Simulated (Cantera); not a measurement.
Charge: 1 mol Al, 1.9 mol Cl₂, 19 mol N₂, equilibrated at 1177 °C.

Cantera equilibrium calculation (NASA polynomials, part measured and part estimated; ideal gas, pure solids and liquids). Candidate condensed phases: Al, AlCl₃, AlN; 11 gas species. The tables' values for AlCl₂ are old estimates; treat these amounts as uncertain. Equilibrium is a limit: real reactors are often held back by kinetics, nucleation or transport.

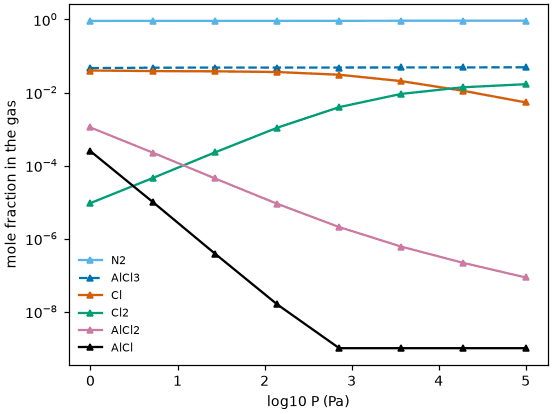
*Equilibrium gas composition (values under 1e-9 drawn at 1e-9)*

From 1.00 Pa to 1.00 bar nothing is condensed. The main Al-bearing gas is AlCl₃ throughout.
